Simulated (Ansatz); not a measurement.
**B2PLYP/def2-SVP (core potential) run of InNH4 (SMILES [NH2][InH2])**

Aim: the vertical singlet–triplet gap of InNH4 at B2PLYP/def2-SVP (core potential), from 2 runs. 

The calculation is run with Ansatz 0.2.0.

47 further runs of the same task are left out: 47 set aside as unsound or not needed.

### Step 1. The structure to begin with

InNH4: 6 atoms, total charge 0, spin state singlet. As SMILES, `[NH2][InH2]`. Geometry: relaxed at PBE0-D4/def2-TZVP.

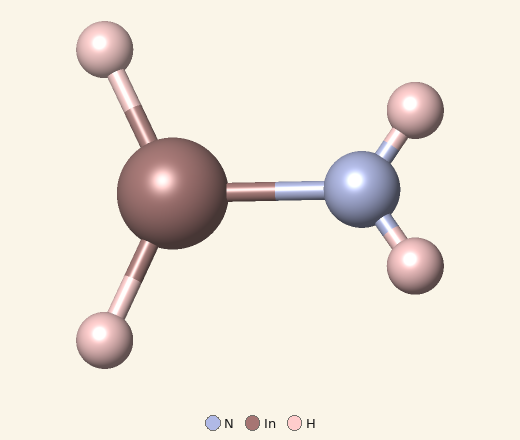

The structure, seen from a chosen angle (nitrogen light blue, indium brown, hydrogen pink).

### Step 2. The energy at B2PLYP/def2-SVP (core potential)

Input file job.yaml:

```yaml
crystal:
  periodic: [false, false, false]
  atoms:
    - {symbol: "N", position_ang: [-0.092200, -1.060500, 0.036600]}
    - {symbol: In, position_ang: [0.095300, 0.935900, -0.048300]}
    - {symbol: H, position_ang: [-0.598000, -1.552900, 0.753400]}
    - {symbol: H, position_ang: [0.311900, -1.697300, -0.629300]}
    - {symbol: H, position_ang: [1.012500, 1.520500, -1.370700]}
    - {symbol: H, position_ang: [-0.687400, 1.790300, 1.212100]}
basis:
  gaussian: {orbitals: def2-SVP}
magnetization: {spin_polarized: false}
hamiltonian: {xc: {name: B2PLYP}}
correlation: {frozen_orbitals: {H: 0, In: 4, "N": 1}}
accuracy: high
output: {orbitals: {seedname: orbitals}}
```

Started as:

```sh
$ ansatz run job.yaml --threads 1 --pin off --max-ram 3480MiB --events-out events.jsonl --progress --plain --runs-dir runs
```

Standard output:

```text
Warning: RAYON_NUM_THREADS=1 ignored (pool sized by the plan → 1); use --threads N
Functional definition: B2PLYP
  name "B2PLYP"
  parameter a = 0.53
  parameter c = 0.27
  exchange = (1 - a)*b88_x + a*exact_x
  correlation = (1 - c)*lyp_c + c*(mp2_os + mp2_ss)
1456 factors; integrals over basis functions are off by at most 3.0e-9 eV
mean field evaluation 1: about -6710.5718 eV, gradient 4.7e1 eV
mean field evaluation 2: about -6710.5766 eV, gradient 4.7e1 eV
mean field evaluation 4: about -6715.2532 eV, gradient 5.3e0 eV
mean field evaluation 8: about -6715.3373 eV, gradient 3.5e-2 eV
mean field evaluation 16: about -6715.3373 eV, gradient 6.5e-7 eV
mean field -6715.33728172 eV, -246.7840932842 hartree, gradient 8.9e-8 eV, S^2 0.000000; 0 other end points of the search recorded, 0 dependent functions left out
5 core orbitals not correlated: weight in the atoms' cores, before any rotation towards them, 1.000 or more for the frozen orbitals, at most 0.000 for the correlated occupied ones
reference -6715.33730562 eV, -246.7840941625 hartree; 11, 11 occupied and 44, 44 virtual orbitals, 1456 factors
second order -9.34176459 eV of doubles, -0.00000000 eV of singles
Total energy: -6717.85958206 eV, -246.8767861120 hartree
```

Run time: 8.4 s. Hardware: 1 thread of Arm Neoverse N1, shared host; peak memory 0.17 GiB.

### Step 3. The triplet

Input file molecule.yaml:

```yaml
crystal:
  periodic: [false, false, false]
  atoms:
    - symbol: N
      position_ang: [-0.092200, -1.060500, 0.036600]
    - symbol: In
      position_ang: [0.095300, 0.935900, -0.048300]
    - symbol: H
      position_ang: [-0.598000, -1.552900, 0.753400]
    - symbol: H
      position_ang: [0.311900, -1.697300, -0.629300]
    - symbol: H
      position_ang: [1.012500, 1.520500, -1.370700]
    - symbol: H
      position_ang: [-0.687400, 1.790300, 1.212100]
basis:
  gaussian:
    orbitals: def2-SVP
magnetization:
  spin_polarized: true
  initial_magnetization: 2
hamiltonian:
  xc: {name: B2PLYP}
correlation:
  frozen_orbitals: {H: 0, In: 4, "N": 1}
accuracy: high
output:
  orbitals: {seedname: orbitals}
```

Started as:

```sh
$ ansatz run molecule.yaml --threads 1 --pin off --max-ram 3480MiB --events-out events.jsonl --progress --plain --runs-dir runs
```

Standard output (excerpt; [...] marks lines left out):

```text
Warning: RAYON_NUM_THREADS=1 ignored (pool sized by the plan → 1); use --threads N
[... 2 set-up lines as earlier in the session ...]
[...]
1456 factors; integrals over basis functions are off by at most 3.0e-9 eV
[...]
mean field -6711.34518825 eV, -246.6373865551 hartree, gradient 3.1e-8 eV, S^2 2.013838; 4 other end points of the search recorded, 0 dependent functions left out
5 core orbitals not correlated: weight in the atoms' cores, before any rotation towards them, 1.000 or more for the frozen orbitals, at most 0.000 for the correlated occupied ones
reference -6711.34521126 eV, -246.6373874007 hartree; 12, 10 occupied and 43, 45 virtual orbitals, 1456 factors
second order -7.87103218 eV of doubles, -0.00000000 eV of singles
Total energy: -6713.47038995 eV, -246.7154862770 hartree
```

Run time: 24 s. Hardware: 1 thread of Arm Neoverse N1, shared host; peak memory 0.29 GiB.

### Step 4. Summary of results

At B2PLYP/def2-SVP (core potential), 5 core orbitals frozen:

| quantity | value |
| --- | --- |
| singlet: total energy | -246.87679 Eh |
| singlet: HOMO energy (SCF part's orbitals) | -7.95 eV |
| singlet: LUMO energy (SCF part's orbitals) | -0.04 eV |
| singlet: HOMO–LUMO gap (SCF part's orbitals) | 7.90 eV |
| triplet: total energy | -246.71549 Eh |
| triplet: HOMO energy (SCF part's orbitals) (highest over α and β) | -3.38 eV |
| triplet: ⟨S²⟩ | 2.014 |
| vertical energy of the triplet above the singlet | 4.389 eV |

At this shape the triplet lies 4.39 eV (101 kcal/mol) above the singlet.
